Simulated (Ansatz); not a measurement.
```xyz
6

H    -0.6358    0.2821    0.2701
Si    0.6882   -0.2777   -0.0898
F     0.7267   -0.5000   -1.6737
H    -3.4462    1.4169    0.6489
H     1.7703    0.6667    0.2746
H     0.8967   -1.5881    0.5697
```

The reactant side of a reaction path; geometry: PBE0-D4/def2-TZVP.

Level of theory: Ansatz, UKS PBE0-D4/def2-TZVPP.

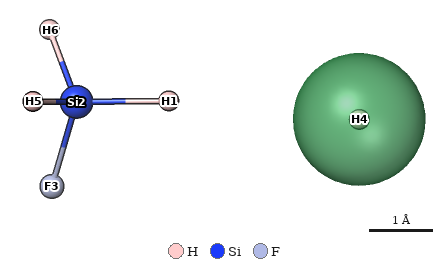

FH$_{3}$Si···H (doublet). Isosurface of the spin density (α minus β) at +0.04 e/Å³ (green), seen at an oblique angle.

> Describe the spin distribution.

The unpaired spin (1 electron) lies mostly on H4 (about 1.0), in electrons by Hirshfeld's partition.
